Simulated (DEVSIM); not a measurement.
Structure: Schottky contact on n-type Si, at 400 K.

| layer (left to right) | material | thickness (μm) | Nd (cm⁻³) | τn (s) | τp (s) |
|---|---|---|---|---|---|
| 1 | Si | 4.20 | 3.3e15 | 2.4e-6 | 2.4e-6 |
| 2 | Si | 2.30 | 9.1e17 | 2.4e-6 | 7.2e-6 |

Left contact: Schottky, work function 4.9 eV, emission velocity 6.7e6 cm/s. Right contact: ohmic. Voltage is applied to the left contact. Recombination: SRH at mid-gap. Gap narrowing is on: ΔEg = 6.92 meV × (l + √(l² + 0.5)), l = ln(N/1.3e17 cm⁻³), shared equally by both band edges. Mobility is μmin + (μ − μmin)/(1 + (N/Nref)^α).

Constants are typed, rounded textbook-type inputs, not results; the design itself was drawn at random and stands for no fabricated device. Values at 300 K; Nc and Nv go as T^1.5, mobilities as T to minus their exponent, the gap by Varshni's rule with the affinity fixed.

| parameter | Si |
|---|---|
| gap (eV) | 1.124 |
| affinity (eV) | 4.05 |
| permittivity | 11.7 |
| Nc (cm⁻³) | 2.86e19 |
| Nv (cm⁻³) | 3.1e19 |
| μn (cm²/Vs) | 1417 |
| μp (cm²/Vs) | 470 |
| μn,min | 52 |
| μp,min | 45 |
| Nref,n | 9.7e16 |
| Nref,p | 2.2e17 |
| αn | 0.68 |
| αp | 0.72 |
| T exponent of μn | 2.3 |
| T exponent of μp | 2.2 |
| Varshni α (eV/K) | 0.000473 |
| Varshni β (K) | 636 |

DEVSIM, 1D drift-diffusion, Boltzmann statistics, complete ionisation; no tunnelling, impact ionisation, image-force lowering or self-heating. Metal contacts follow the ideal Schottky-Mott rule: no Fermi-level pinning, no interface dipoles.

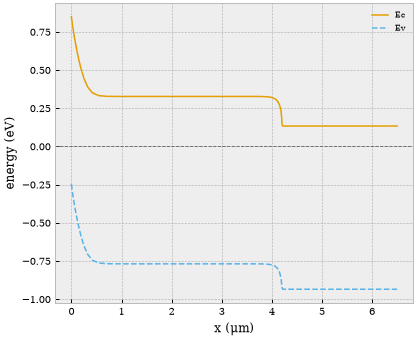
Band edges at zero bias

Energies count from the Fermi level of the right contact; mesh points crowd at the junctions.

| x (μm) | Ec (eV) | Ev (eV) | n (cm⁻³) | p (cm⁻³) | field (V/cm) |
|---|---|---|---|---|---|
| 0.000 | 0.850 | -0.246 | 8.7e8 | 3.8e16 | -30000 |
| 0.02592 | 0.785 | -0.311 | 5.7e9 | 5.7e15 | -22000 |
| 0.07951 | 0.678 | -0.417 | 1.2e11 | 2.6e14 | -18000 |
| 0.1903 | 0.510 | -0.585 | 1.6e13 | 2.0e12 | -12000 |
| 0.5408 | 0.333 | -0.763 | 2.8e15 | 1.2e10 | -700 |
| 1.144 | 0.327 | -0.769 | 3.3e15 | 9.9e9 | ≈ 0 |
| 2.417 | 0.327 | -0.769 | 3.3e15 | 9.9e9 | ≈ 0 |
| 3.538 | 0.327 | -0.769 | 3.3e15 | 9.9e9 | ≈ 0 |
| 3.892 | 0.326 | -0.770 | 3.5e15 | 9.4e9 | -220 |
| 4.064 | 0.312 | -0.784 | 5.2e15 | 6.3e9 | -2000 |
| 4.147 | 0.277 | -0.819 | 1.4e16 | 2.3e9 | -8000 |
| 4.195 | 0.197 | -0.899 | 1.4e17 | 2.3e8 | -37000 |
| 4.217 | 0.135 | -0.934 | 8.8e17 | 8.2e7 | -2100 |
| 4.260 | 0.134 | -0.935 | 9.1e17 | 7.9e7 | ≈ 0 |
| 4.396 | 0.134 | -0.935 | 9.1e17 | 7.9e7 | ≈ 0 |
| 4.629 | 0.134 | -0.935 | 9.1e17 | 7.9e7 | ≈ 0 |
| 5.144 | 0.134 | -0.935 | 9.1e17 | 7.9e7 | ≈ 0 |
| 5.826 | 0.134 | -0.935 | 9.1e17 | 7.9e7 | ≈ 0 |
| 6.257 | 0.134 | -0.935 | 9.1e17 | 7.9e7 | ≈ 0 |
| 6.394 | 0.134 | -0.935 | 9.1e17 | 7.9e7 | ≈ 0 |
| 6.461 | 0.134 | -0.935 | 9.1e17 | 7.9e7 | ≈ 0 |
| 6.500 | 0.134 | -0.935 | 9.1e17 | 7.9e7 | ≈ 0 |
